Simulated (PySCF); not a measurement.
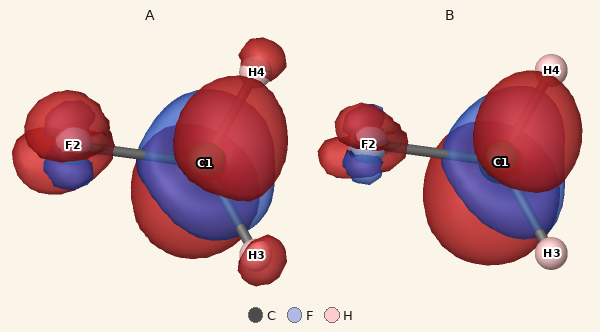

Figure 1: CH₂F, doublet, SMILES `[CH2]F`. The two Fukui functions at ±0.1 e/Å³ (red positive, blue negative).

Computed with PySCF, HF/def2-SVP, geometry: GFN2-xTB. No frequency check shows the geometry to be a minimum. GFN2-xTB doesn't know the spin state, so this open-shell geometry is rough.

### Which panel is f⁻ (electron removed) and which f⁺ (electron added)?

A is f⁻, B is f⁺. f⁻ (Hirshfeld-condensed) is largest on C1 (0.54); the vertical ionisation energy is 9.06 eV (to the singlet cation, which needn't be its lowest state). f⁺ (Hirshfeld-condensed) is largest on C1 (0.57); the vertical electron affinity is −2.87 eV (to the singlet anion, which needn't be its lowest state; negative, but this basis has no diffuse functions, so it doesn't show that the anion is unbound).
